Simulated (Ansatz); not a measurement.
**C2H6Ga (SMILES C[Ga]C): UPBE-QIDH/6-31G(d) (spherical functions)**

What is the electronic atomisation energy of C2H6Ga at UPBE-QIDH/6-31G* (spherical functions)? 

The results are computed with Ansatz 0.2.0.

70 further runs of the same task are left out: 1 that didn't finish, 69 set aside as unsound or not needed.

**1. Starting point**

C2H6Ga: 9 atoms, total charge 0, spin state doublet. SMILES: `C[Ga]C`. The shape is that of a PBE0-D4/def2-TZVP optimisation.

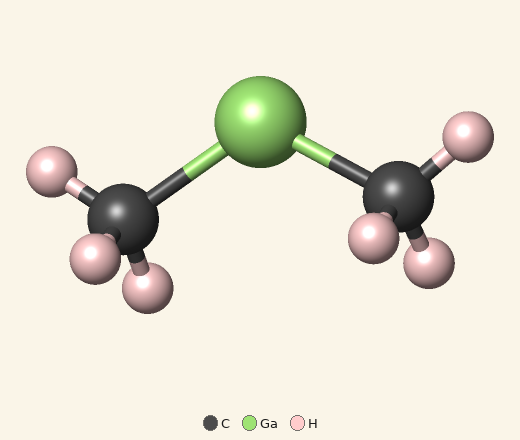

The structure, seen from a chosen angle (carbon dark grey, gallium green, hydrogen pink).

**2. The energy at UPBE-QIDH/6-31G(d) (spherical functions)**

in.yaml

```yaml
crystal:
  periodic: [false, false, false]
  atoms:
    - {symbol: C, position_ang: [-1.246620, 1.163020, 0.175280]}
    - {symbol: Ga, position_ang: [0.456630, 0.385560, 0.873010]}
    - {symbol: C, position_ang: [1.273950, -1.139610, -0.126050]}
    - {symbol: H, position_ang: [-2.014290, 0.382510, 0.177460]}
    - {symbol: H, position_ang: [-1.092470, 1.479700, -0.861100]}
    - {symbol: H, position_ang: [-1.602690, 2.011340, 0.758180]}
    - {symbol: H, position_ang: [2.201980, -1.496820, 0.318200]}
    - {symbol: H, position_ang: [1.469380, -0.822030, -1.155250]}
    - {symbol: H, position_ang: [0.554120, -1.963680, -0.159730]}
basis:
  gaussian:
    orbitals: 6-31G_st_-spherical.json
magnetization:
  spin_polarized: true
  initial_magnetization: 1
hamiltonian:
  xc: {name: PBE-QIDH}
correlation:
  frozen_orbitals: {C: 1, Ga: 9, H: 0}
accuracy: high
output: {orbitals: {seedname: orbitals}}
```

The basis set 6-31G* is read from a file made from the Basis Set Exchange's data (not shown).

Launch:

```console
ansatz run in.yaml --threads 1 --pin off --max-ram 3480MiB --events-out events.jsonl --progress --plain --runs-dir runs
```

The log of the run:

```text
Warning: RAYON_NUM_THREADS=1 ignored (pool sized by the plan → 1); use --threads N
Functional definition: PBE-QIDH
  name "PBE-QIDH"
  parameter a = 3^(-1/3)
  parameter c = 1/3
  exchange = (1 - a)*pbe_x + a*exact_x
  correlation = (1 - c)*pbe_c + c*(mp2_os + mp2_ss)
1662 factors; integrals over basis functions are off by at most 4.7e-9 eV
mean field evaluation 1: about -54512.5889 eV, gradient 2.6e1 eV
mean field evaluation 2: about -54512.6300 eV, gradient 2.6e1 eV
mean field evaluation 4: about -54516.1767 eV, gradient 1.9e0 eV
mean field evaluation 8: about -54516.2235 eV, gradient 1.1e-1 eV
mean field evaluation 16: about -54516.2238 eV, gradient 2.6e-4 eV
mean field -54516.22383303 eV, -2003.4342734402 hartree, gradient 3.4e-8 eV, S^2 0.753819; 0 other end points of the search recorded, 0 dependent functions left out
11 core orbitals not correlated: weight in the atoms' cores, before any rotation towards them, 1.000 or more for the frozen orbitals, at most 0.000 for the correlated occupied ones
reference -54516.22383433 eV, -2003.4342734880 hartree; 14, 13 occupied and 47, 48 virtual orbitals, 1662 factors
second order -15.04843634 eV of doubles, -0.00000000 eV of singles
Total energy: -54521.23997978 eV, -2003.6186134330 hartree
```

It took 14 s on 1 thread of Arm Neoverse V2, shared host; peak memory 0.34 GiB.

**3. The C atom at the same level**

run.yaml

```yaml
crystal:
  periodic: [false, false, false]
  atoms:
    - {symbol: C, position_ang: [0.000000, 0.000000, 0.000000]}
basis:
  gaussian: {orbitals: 6-31G_st_-spherical.json}
magnetization: {spin_polarized: true, initial_magnetization: 2}
hamiltonian: {xc: {name: PBE-QIDH}}
correlation: {frozen_orbitals: {C: 1}}
accuracy: high
```

The basis set 6-31G* is read from a file made from the Basis Set Exchange's data (not shown).

Run the same way, it converges to -37.78314 Eh (log not shown).

**4. The Ga atom at the same level**

job.yaml

```yaml
crystal:
  periodic: [false, false, false]
  atoms:
    - {symbol: Ga, position_ang: [0.000000, 0.000000, 0.000000]}
basis:
  gaussian: {orbitals: 6-31G_st_-spherical.json}
magnetization: {spin_polarized: true, initial_magnetization: 1}
hamiltonian: {xc: {name: PBE-QIDH}}
correlation: {frozen_orbitals: {Ga: 9}}
accuracy: high
```

The basis set 6-31G* is read from a file made from the Basis Set Exchange's data (not shown).

Run the same way, it converges to -1923.94112 Eh (log not shown).

**5. The H atom, same level**

in.yaml

```yaml
crystal:
  periodic: [false, false, false]
  atoms:
    - symbol: H
      position_ang: [0.000000, 0.000000, 0.000000]
basis:
  gaussian: {orbitals: "6-31G*"}
magnetization: {spin_polarized: true, initial_magnetization: 1}
hamiltonian: {xc: {name: PBE-QIDH}}
correlation: {frozen_orbitals: {H: 0}}
accuracy: high
```

Run the same way, it converges to -0.50012 Eh (log not shown).

**6. Results**

At UPBE-QIDH/6-31G* (spherical functions), 11 core orbitals frozen:

| quantity | value |
| --- | --- |
| molecule: total energy | -2003.61861 Eh |
| molecule: HOMO energy (SCF part's orbitals) (highest over α and β) | -6.49 eV |
| molecule: LUMO energy (SCF part's orbitals) (lowest over α and β) | 0.04 eV |
| molecule: ⟨S²⟩ | 0.754 |
| C atom: total energy | -37.78314 Eh |
| C atom: ⟨S²⟩ | 2.003 |
| Ga atom: total energy | -1923.94112 Eh |
| Ga atom: ⟨S²⟩ | 0.755 |
| H atom: total energy | -0.50012 Eh |
| H atom: ⟨S²⟩ | 0.750 |
| electronic atomisation energy | 30.219 eV |

Taking the molecule apart into free atoms costs 30.22 eV (697 kcal/mol), before zero-point energy and without spin-orbit coupling.
